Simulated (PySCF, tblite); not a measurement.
# C2H8O3Si2: geometry, infrared bands and NMR shifts

What infrared bands and NMR shifts should C2H8O3Si2 (`O[Si@@H]1CC[Si@H](O)O1`) show?

The runs use tblite 0.8.0 and PySCF 2.14.0, with density-fitted response routines of our own; the level of theory stands in each step. All values are computed, except where a source is named. Atoms are numbered from 0 throughout.

### Step 1. The starting structure

15 atoms, charge 0, multiplicity 1; geometry from: force field or distance geometry start.

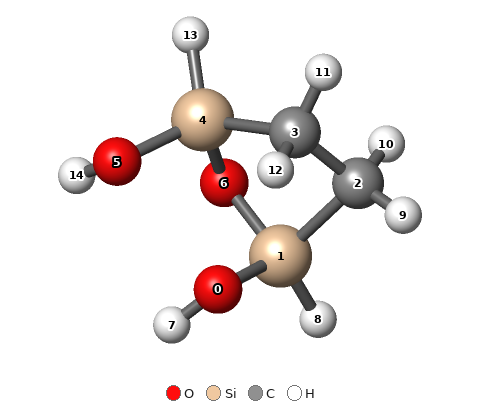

The starting geometry (oxygen red, silicon light orange, carbon grey, hydrogen white), atoms numbered; sticks join atoms by distance.

### Step 2. Relaxing the molecule with GFN2-xTB

Job settings and geometry (Å):

```
{"job": {"kind": "relax", "xc": "GFN2-xTB", "basis": "xTB"}, "charge": 0, "multiplicity": 1}
O      0.699800     1.673600    -0.408800
Si     0.056400     0.986400     1.002700
C      0.891700    -0.700000     1.189500
C      0.684400    -1.159700    -0.260100
Si    -1.028400    -0.569700    -0.735000
O     -0.906700     0.466600    -2.095900
O     -1.517600     0.423300     0.587700
H      0.289600     2.535500    -0.655400
H      0.117100     1.792000     2.190200
H      1.933700    -0.624000     1.476200
H      0.274400    -1.323200     1.888900
H      0.782900    -2.260500    -0.302500
H      1.413900    -0.625200    -0.891200
H     -1.976200    -1.651200    -0.916000
H     -1.719500     1.044000    -2.092000
```

On the command line:

```bash
> OMP_NUM_THREADS=1 python probes_run.py task.json out
```

One launch serves the whole session: the jobs run in the order shown.

**Question.** This job is followed by: GFN2-xTB harmonic vibrations, gas phase; GIAO PBE0/pcSseg-1 NMR shielding, non-relativistic, gas phase. Predict these results of the whole session: strongest single infrared mode (GFN2-xTB); zero-point energy (GFN2-xTB); 13C shifts against TMS (PBE0/pcSseg-1, means over atoms taken as alike); 1H shifts against TMS (PBE0/pcSseg-1, means over atoms taken as alike); 17O shifts against H2O (PBE0/pcSseg-1, means over atoms taken as alike); 29Si shifts against TMS (PBE0/pcSseg-1, means over atoms taken as alike); surface potential, least and greatest.

**Answer**, as computed:

```
                                                                quantity                       value
                               strongest single infrared mode (GFN2-xTB)        943 cm⁻¹, 579 km/mol
                                            zero-point energy (GFN2-xTB)               65.3 kcal/mol
 13C shifts against TMS (PBE0/pcSseg-1, means over atoms taken as alike)                    10.8 ppm
  1H shifts against TMS (PBE0/pcSseg-1, means over atoms taken as alike)  4.89, 2.13, 0.91, 0.75 ppm
 17O shifts against H2O (PBE0/pcSseg-1, means over atoms taken as alike)             122.9, 54.5 ppm
29Si shifts against TMS (PBE0/pcSseg-1, means over atoms taken as alike)                   -11.0 ppm
                                   surface potential, least and greatest          -1.38 V and 2.37 V
```

Over 89 steps the energy fell by 1.345 eV; of the close pairs, Si4–O5 changed most, 1.715 to 1.622 Å. No mode is imaginary among the 39: a minimum at this level. The strongest single mode, at 943 cm⁻¹, moves mainly O6. Unscaled tight-binding wavenumbers are off by several per cent, some by more. Its intensities can rank the bands wrongly. At PBE0/pcSseg-1: The widest tensor belongs to O6: span 142 ppm, with a paramagnetic part of -189 ppm.
